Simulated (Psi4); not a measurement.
## Al2H6O2 (SMILES [OH+]1[AlH2-][OH+][AlH2-]1): methods side by side

Al2H6O2 has 10 atoms, charge 0, and is taken as a singlet. SMILES: `[OH+]1[AlH2-][OH+][AlH2-]1`. The shape was relaxed beforehand at PBE0/def2-TZVP.

Quantity: the HOMO–LUMO gap, in eV. The values are calculated.

| level | kind | program | value (eV) | CPU time |
| --- | --- | --- | --- | --- |
| PBE-D4/def2-TZVPP (density fitting) | GGA | Psi4 | 5.18 | 2 min |
| r2SCAN-D4/def2-TZVPP (density fitting) | meta-GGA | Psi4 | 6.00 | 6.6 min |
| B3LYP-D4/def2-TZVPP (density fitting) | global hybrid | Psi4 | 6.86 | 1.7 min |
| PBE0-D4/def2-TZVPP (density fitting) | global hybrid | Psi4 | 7.28 | 93 s |
| wB97M-V/def2-TZVPP (density fitting) | range-separated hybrid | Psi4 | 11.04 | 6.2 min |

The values span 5.18 to 11.04 eV. Orbital gaps aren't excitation energies; they tend to grow with the share of exact exchange. CPU times are rough (shared hosts, several kinds of processor): they show what a rung costs within a factor of a few.

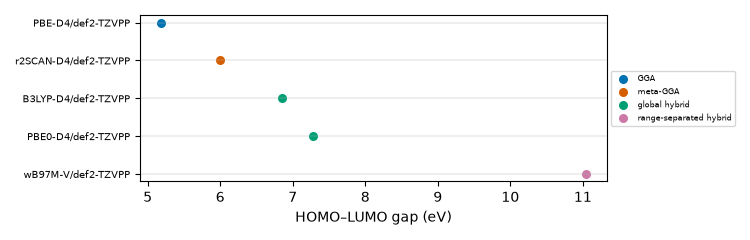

The values of the table, level by level.
